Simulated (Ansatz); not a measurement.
**One shape, several levels: doublet C4H6S+**

Aim: a comparison of 6 runs (U-wB97M-V/6-31G*, U-wB97X/6-31G*, UCAM-B3LYP/6-31G*, UPBE/6-31G*, RPA@PBE0/6-31G*, UBCCD(T)/6-31G*) of doublet C4H6S+. 

Program for the calculation: Ansatz 0.2.0.

59 further runs of the same task are left out: 59 set aside as unsound or not needed. Runs told in other sessions of the task aren't counted.

### Step 1. The system as given

C4H6S+: 11 atoms, total charge +1, spin state doublet. As SMILES of the parent species, `C1=CCSC1`. Geometry: relaxed at PBE0-D4/def2-TZVP. This is one conformer, not always the lowest. That shape belongs to the parent species and isn't relaxed for this state.

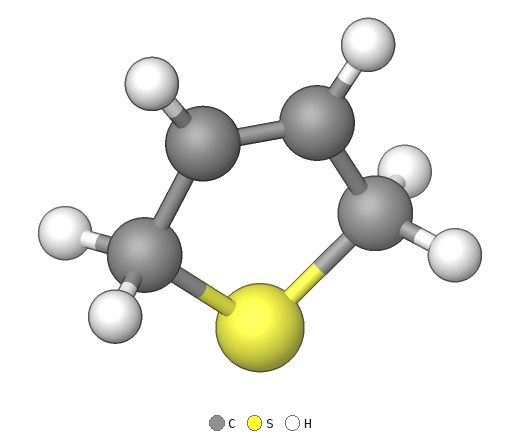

The structure, seen from a chosen angle (carbon grey, sulfur yellow, hydrogen white).

### Step 2. A single-point energy at U-wB97M-V/6-31G(d) (spherical functions) (run 1)

File in.yaml:

```yaml
crystal:
  periodic: [false, false, false]
  atoms:
    - symbol: C
      position_ang: [0.296770, 1.008890, -0.199060]
    - symbol: C
      position_ang: [0.410020, 0.329960, 0.931960]
    - symbol: C
      position_ang: [-0.090630, -1.075180, 0.931040]
    - symbol: S
      position_ang: [-0.722310, -1.370020, -0.750060]
    - symbol: C
      position_ang: [-0.319610, 0.297940, -1.356520]
    - symbol: H
      position_ang: [0.627710, 2.036170, -0.309910]
    - symbol: H
      position_ang: [0.842390, 0.748930, 1.834540]
    - symbol: H
      position_ang: [0.705260, -1.789120, 1.163490]
    - symbol: H
      position_ang: [-0.890310, -1.220880, 1.663500]
    - symbol: H
      position_ang: [0.368070, 0.232880, -2.205080]
    - symbol: H
      position_ang: [-1.227380, 0.800440, -1.703890]
basis:
  gaussian:
    orbitals: 6-31G_st_-spherical.json
total_charge: 1
magnetization:
  spin_polarized: true
  initial_magnetization: 1
hamiltonian:
  xc: {name: wB97M-V}
accuracy: high
output: {orbitals: {seedname: orbitals}}
```

The basis set 6-31G* is read from a file made from the Basis Set Exchange's data (not shown).

Run with:

```
$ ansatz run in.yaml --threads 1 --pin off --max-ram 3480MiB --events-out events.jsonl --progress --plain --runs-dir runs
```

Output:

```text
Warning: RAYON_NUM_THREADS=1 ignored (pool sized by the plan → 1); use --threads N
Functional definition: wB97M-V
  name "wB97M-V"
  parameter omega = 0.3/bohr
  parameter cx = 0.15
  parameter cx01 = 1.007
  parameter cx10 = 0.259
  parameter css00 = 0.443
  parameter css04 = -1.437
  parameter css10 = -4.535
  parameter css20 = -3.390
  parameter css43 = 4.278
  parameter cos00 = 1.000
  parameter cos10 = 1.358
  parameter cos20 = 2.924
  parameter cos21 = -8.812
  parameter cos60 = -1.390
  parameter cos61 = 9.142
  parameter b = 6.0
  parameter c = 0.01
  gx(w, u) = 1 - cx + cx01*u + cx10*w
  gss(w, u) = css00 + css04*u^4 + css10*w + css20*w^2 + css43*w^4*u^3
  gos(w, u) = cos00 + cos10*w + (cos20 + cos21*u)*w^2 + (cos60 + cos61*u)*w^6
  exchange = spin_sum(e_x_unif_sr(omega)*gx(b97_w, b97_u_x)) + cx*exact_x_sr(omega) + exact_x_lr(omega)
  correlation = spin_sum(e_c_pw_mod_same_spin*gss(b97_w, b97_u_same))
      + integral(e_c_pw_mod_opposite_spin*gos(b97_w_opposite, b97_u_opposite)) + vv10(b, c)
2142 factors; integrals over basis functions are off by at most 3.7e-9 eV
356 factors; integrals over basis functions are off by at most 2.3e-9 eV
mean field evaluation 1: about -15063.3782 eV, gradient 3.3e1 eV
mean field evaluation 2: about -15064.3118 eV, gradient 2.9e1 eV
mean field evaluation 4: about -15068.7541 eV, gradient 8.3e-1 eV
mean field evaluation 8: about -15068.9462 eV, gradient 2.4e-1 eV
mean field evaluation 16: about -15068.9529 eV, gradient 2.1e-3 eV
mean field evaluation 32: about -15068.9529 eV, gradient 2.1e-7 eV
mean field -15068.95291869 eV, -553.7738056588 hartree, gradient 8.0e-8 eV, S^2 0.752703; 2 other end points of the search recorded, 0 dependent functions left out
reference -15068.95292209 eV, -553.7738057835 hartree; 23, 22 occupied and 63, 64 virtual orbitals, 2142 factors
Total energy: -15068.95292209 eV, -553.7738057835 hartree
```

Wall time 2.8 min (1 thread of Arm Neoverse V2, shared host); peak memory 1.1 GiB.

### Step 3. The energy at U-wB97X/6-31G(d) (spherical functions) (run 2)

File job.yaml:

```yaml
basis:
  gaussian: {orbitals: 6-31G_st_-spherical.json}
crystal:
  periodic: [false, false, false]
  atoms:
    - {symbol: C, position_ang: [0.296770, 1.008890, -0.199060]}
    - {symbol: C, position_ang: [0.410020, 0.329960, 0.931960]}
    - {symbol: C, position_ang: [-0.090630, -1.075180, 0.931040]}
    - {symbol: S, position_ang: [-0.722310, -1.370020, -0.750060]}
    - {symbol: C, position_ang: [-0.319610, 0.297940, -1.356520]}
    - {symbol: H, position_ang: [0.627710, 2.036170, -0.309910]}
    - {symbol: H, position_ang: [0.842390, 0.748930, 1.834540]}
    - {symbol: H, position_ang: [0.705260, -1.789120, 1.163490]}
    - {symbol: H, position_ang: [-0.890310, -1.220880, 1.663500]}
    - {symbol: H, position_ang: [0.368070, 0.232880, -2.205080]}
    - {symbol: H, position_ang: [-1.227380, 0.800440, -1.703890]}
total_charge: 1
magnetization: {spin_polarized: true, initial_magnetization: 1}
hamiltonian: {xc: {name: wB97X}}
accuracy: high
output: {orbitals: {seedname: orbitals}}
```

The basis set 6-31G* is read from a file made from the Basis Set Exchange's data (not shown).

Run with:

```
$ ansatz run job.yaml --threads 1 --pin off --max-ram 3480MiB --events-out events.jsonl --progress --plain --runs-dir runs
```

Output:

```text
Warning: RAYON_NUM_THREADS=1 ignored (pool sized by the plan → 1); use --threads N
Functional definition: wB97X
  name "wB97X"
[... 1 set-up line as earlier in the session ...]
  parameter cx = 0.157706
  parameter cx1 = 0.726479
  parameter cx2 = 1.04760
  parameter cx3 = -5.70635
  parameter cx4 = 13.2794
  parameter css1 = -4.33879
  parameter css2 = 18.2308
  parameter css3 = -31.7430
  parameter css4 = 17.2901
  parameter cos1 = 2.37031
  parameter cos2 = -11.3995
  parameter cos3 = 6.58405
  parameter cos4 = -3.78132
  exchange = spin_sum(e_x_unif_sr(omega)*poly(b97_u_x, 1 - cx, cx1, cx2, cx3, cx4)) + cx*exact_x_sr(omega)
      + exact_x_lr(omega)
  correlation = spin_sum(e_c_pw_same_spin*poly(b97_u_same, 1, css1, css2, css3, css4))
      + integral(e_c_pw_opposite_spin*poly(b97_u_opposite, 1, cos1, cos2, cos3, cos4))
2142 factors; integrals over basis functions are off by at most 3.7e-9 eV
356 factors; integrals over basis functions are off by at most 2.3e-9 eV
mean field evaluation 1: about -15065.4830 eV, gradient 3.1e1 eV
mean field evaluation 2: about -15066.8015 eV, gradient 2.6e1 eV
mean field evaluation 4: about -15070.1803 eV, gradient 7.8e-1 eV
mean field evaluation 8: about -15070.3877 eV, gradient 3.3e-1 eV
mean field evaluation 16: about -15070.3997 eV, gradient 3.1e-3 eV
mean field evaluation 32: about -15070.3997 eV, gradient 8.8e-8 eV
mean field -15070.39965062 eV, -553.8269720764 hartree, gradient 8.9e-8 eV, S^2 0.754747; 2 other end points of the search recorded, 0 dependent functions left out
reference -15070.39964840 eV, -553.8269719950 hartree; 23, 22 occupied and 63, 64 virtual orbitals, 2142 factors
Total energy: -15070.39964840 eV, -553.8269719950 hartree
```

Run time: 70 s. Hardware: 1 thread of Arm Neoverse V2, shared host; peak memory 0.92 GiB.

Runs 3 to 4 aren't shown in full; the table further down has their settings and results.

### Step 4. The energy at RPA@PBE0/6-31G(d) (spherical functions) (run 5)

File run.yaml:

```yaml
crystal:
  periodic: [false, false, false]
  atoms:
    - {symbol: C, position_ang: [0.296770, 1.008890, -0.199060]}
    - {symbol: C, position_ang: [0.410020, 0.329960, 0.931960]}
    - {symbol: C, position_ang: [-0.090630, -1.075180, 0.931040]}
    - {symbol: S, position_ang: [-0.722310, -1.370020, -0.750060]}
    - {symbol: C, position_ang: [-0.319610, 0.297940, -1.356520]}
    - {symbol: H, position_ang: [0.627710, 2.036170, -0.309910]}
    - {symbol: H, position_ang: [0.842390, 0.748930, 1.834540]}
    - {symbol: H, position_ang: [0.705260, -1.789120, 1.163490]}
    - {symbol: H, position_ang: [-0.890310, -1.220880, 1.663500]}
    - {symbol: H, position_ang: [0.368070, 0.232880, -2.205080]}
    - {symbol: H, position_ang: [-1.227380, 0.800440, -1.703890]}
basis:
  gaussian:
    orbitals: 6-31G_st_-spherical.json
total_charge: 1
magnetization:
  spin_polarized: true
  initial_magnetization: 1
hamiltonian:
  xc: pbe0
correlation:
  method: rpa
  frozen_orbitals: {C: 1, H: 0, S: 5}
accuracy: high
```

The basis set 6-31G* is read from a file made from the Basis Set Exchange's data (not shown).

Run with:

```
$ ansatz run run.yaml --threads 1 --pin off --max-ram 3480MiB --events-out events.jsonl --progress --plain --runs-dir runs
```

Output:

```text
Warning: RAYON_NUM_THREADS=1 ignored (pool sized by the plan → 1); use --threads N
Functional definition: PBE0
  name "PBE0"
  parameter a = 0.25
  parameter kappa = 0.804
  parameter beta = 0.06672455060314922
  exchange = (1 - a)*pbe_x(kappa = kappa, mu = beta*pi^2/3) + a*exact_x
  correlation = pbe_c(beta = beta)
2142 factors; integrals over basis functions are off by at most 3.7e-9 eV
mean field evaluation 1: about -15051.9919 eV, gradient 4.5e1 eV
mean field evaluation 2: about -15052.3726 eV, gradient 4.5e1 eV
mean field evaluation 4: about -15061.6993 eV, gradient 1.3e1 eV
mean field evaluation 8: about -15062.8762 eV, gradient 8.0e-1 eV
mean field evaluation 16: about -15062.8797 eV, gradient 2.7e-3 eV
mean field evaluation 32: about -15055.3188 eV, gradient 3.5e1 eV
mean field -15062.87971636 eV, -553.5506195897 hartree, gradient 3.1e-8 eV, S^2 0.753681; 1 other end points of the search recorded, 0 dependent functions left out
9 core orbitals not correlated: weight in the atoms' cores, before any rotation towards them, 1.000 or more for the frozen orbitals, at most 0.000 for the correlated occupied ones
reference -15024.57967830 eV, -552.1431191516 hartree; 14, 13 occupied and 63, 64 virtual orbitals, 2142 factors
Total energy: -15049.28561814 eV, -553.0510456946 hartree
```

Wall time 31 s (1 thread of Arm Neoverse V2, shared host); peak memory 0.6 GiB.

### Step 5. A single-point energy at UBCCD(T)/6-31G(d) (spherical functions) (run 6)

in.yaml, as its differences from that of step 2:

```diff
@@ -26,11 +26,7 @@
 basis:
-  gaussian:
-    orbitals: 6-31G_st_-spherical.json
+  gaussian: {orbitals: 6-31G_st_-spherical.json}
 total_charge: 1
-magnetization:
-  spin_polarized: true
-  initial_magnetization: 1
-hamiltonian:
-  xc: {name: wB97M-V}
+magnetization: {spin_polarized: true, initial_magnetization: 1}
+correlation: {method: bccd_t, frozen_orbitals: {C: 1, H: 0, S: 5}}
 accuracy: high
-output: {orbitals: {seedname: orbitals}}
+scf: {omitted_lower_state_checks: [cluster_reference, increment]}
```

The basis set 6-31G* is read from a file made from the Basis Set Exchange's data (not shown).

Run with:

```
$ ansatz run in.yaml --threads 1 --pin off --max-ram 3480MiB --events-out events.jsonl --progress --plain --runs-dir runs
```

Output:

```text
Warning: RAYON_NUM_THREADS=1 ignored (pool sized by the plan → 1); use --threads N
[... 13 lines left out ...]
9 core orbitals not correlated: weight in the atoms' cores, before any rotation towards them, 1.000 or more for the frozen orbitals, at most 0.000 for the correlated occupied ones
[... 29 lines left out ...]
Total energy: -15044.02004463 eV, -552.8575394371 hartree
Checks for a lower state left out: cluster_reference, increment
```

It took 2.1 min on 1 thread of Arm Neoverse V2, shared host; peak memory 1.3 GiB.

### Step 6. All runs side by side

```tsv
run	level	frozen core orbitals	energy (Eh)	HOMO energy (eV)	LUMO energy (eV)	⟨S²⟩	wall time
1	U-wB97M-V/6-31G* (spherical functions)	–	-553.773806	-14.86	-8.59	0.753	2.8 min
2	U-wB97X/6-31G* (spherical functions)	–	-553.826972	-14.94	-8.45	0.755	70 s
3	UCAM-B3LYP/6-31G* (spherical functions)	–	-553.784774	-13.94	-9.42	0.754	19 s
4	UPBE/6-31G* (spherical functions)	–	-553.499235	-11.81	-11.16	0.752	11 s
5	RPA@PBE0/6-31G* (spherical functions)	9	-553.051046	–	–	0.754	31 s
6	UBCCD(T)/6-31G* (spherical functions)	9	-552.857539	–	–	0.764	2.1 min
```

### Step 7. Results

| quantity | value |
| --- | --- |
| run 6: total energy | -552.85754 Eh |
| run 6: correlation energy (9 core orbitals frozen) | -680.8 mEh |
| run 6: (T) correction | -26.32 mEh |
| run 6: ⟨S²⟩ of the reference determinant | 0.764 |

Totals of different functionals can't be ranked against each other. All runs together took 7.1 min, the longest 2.8 min.
